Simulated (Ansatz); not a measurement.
# The HOMO–LUMO gap down a group: O to Se

All atoms of one element are swapped for its congeners: Al(OH)3; Al(SH)3; Al(SeH)3. All are singlets with charge 0.

Shapes, held fixed at every level: PBE0-D4/def2-TZVP. Programs: Ansatz 0.2.0. Values in eV.

| level | Al(OH)3 | Al(SH)3 | Al(SeH)3 |
| --- | --- | --- | --- |
| SPW92/def2-TZVPP | 6.00 | 4.94 | 4.29 |
| PBE-D4/def2-TZVPP | 6.00 | 5.05 | 4.35 |
| B3LYP-D4/def2-TZVPP | 7.96 | 6.60 | 5.80 |
| BHLYP-D4/def2-TZVPP | 10.93 | 8.97 | 8.08 |
| PBE0-D4/def2-TZVPP | 8.59 | 7.10 | 6.27 |
| r2SCAN0-D4/def2-TZVPP | 9.20 | 7.48 | 6.60 |
| wB97X-V/def2-TZVPP | 13.08 | 11.39 | 10.51 |

At wB97X-V/def2-TZVPP the HOMO–LUMO gap falls at every step, from 13.08 to 10.51 eV. Every level shows the same order. Relativity is left out for Se unless named. Orbital gaps aren't excitation energies, and the LUMO depends on the basis.

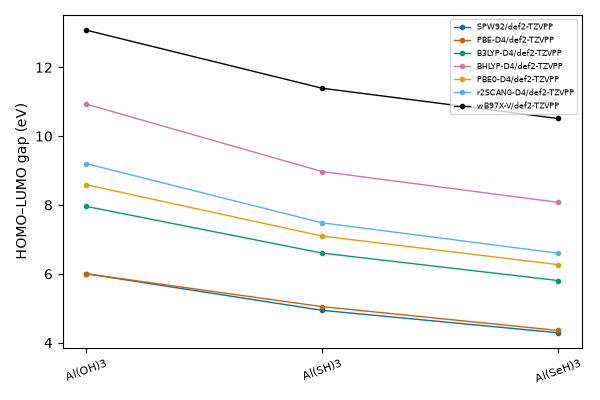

The trend along the series, level by level.
